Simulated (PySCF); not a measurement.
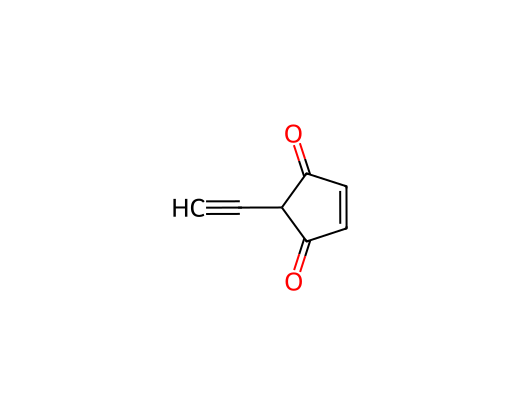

Computed geometry: PBE0-D3(BJ)/def2-SVP optimisation. No frequency run is at hand to confirm it as a minimum. Program: PySCF 2.14.0.

At this fixed geometry, give HOMO–LUMO gap (eV), HOMO energy (eV), dipole (D) at these levels: B3LYP/def2-SVPD; B3LYP/pcJ-1; KT3/pcSseg-1; PBE0/pcSseg-1.

```tsv
level	HOMO–LUMO gap (eV)	HOMO energy (eV)	dipole (D)
B3LYP/def2-SVPD	4.05	−7.35	2.33
B3LYP/pcJ-1	4.06	−7.27	2.20
KT3/pcSseg-1	2.27	−6.15	2.14
PBE0/pcSseg-1	4.49	−7.52	2.18
```
